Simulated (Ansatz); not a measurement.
# PbTe: response to strain

Base system: PbTe in the rock salt structure (space group Fm-3m, No. 225; a = 6.380 Å).

Strains are applied to the cell and any free atomic positions relax.

Method: LDA/PAW in Ansatz (a program for electronic structure), scalar-relativistic without spin-orbit coupling.

Notes on the quantities. energy relative to the base: free energy F.

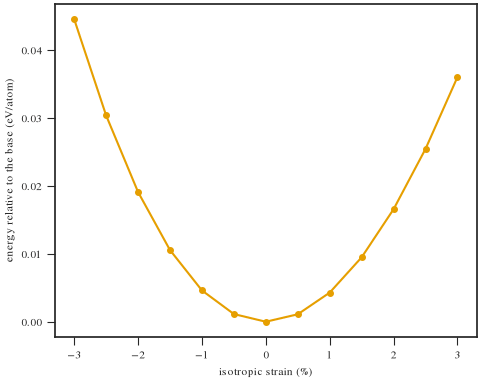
Fig. 1. Energy relative to the base against isotropic strain

```
isotropic strain (%)  energy relative to the base
--------------------  ---------------------------
-3                                   +45 meV/atom
-2.5                                 +30 meV/atom
-2                                   +19 meV/atom
-1.5                                 +11 meV/atom
-1                                  +4.6 meV/atom
-0.5                                +1.1 meV/atom
0.5                                 +1.1 meV/atom
1                                   +4.3 meV/atom
1.5                                 +9.5 meV/atom
2                                    +17 meV/atom
2.5                                  +25 meV/atom
3                                    +36 meV/atom
```

Stability against distortions was not tested.
